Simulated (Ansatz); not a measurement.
```yaml
crystal:
  periodic: [false, false, false]
  atoms:
    - {symbol: Si, position_ang: [0.837170, -1.381385, 1.323946]}
    - {symbol: F, position_ang: [-0.627142, -1.439983, 1.969606]}
    - {symbol: F, position_ang: [0.669912, -2.424611, 0.120523]}
basis:
  gaussian: {orbitals: def2-TZVPP}
hamiltonian: {xc: {name: BHLYP}, dispersion: d4}
```

Describe the molecule in this file.

It has 3 atoms: 1 silicon and 2 fluorine (SiF₂). The point group is C2v. Coordination: 1 Si bent.

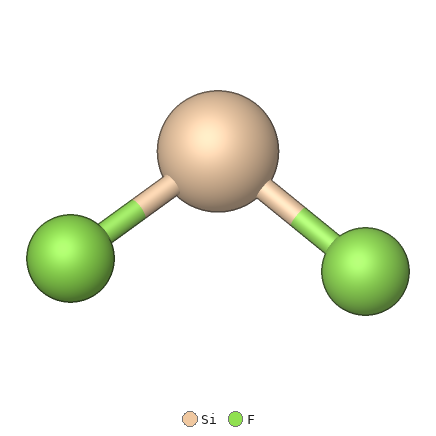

Figure made from data computed with Ansatz.
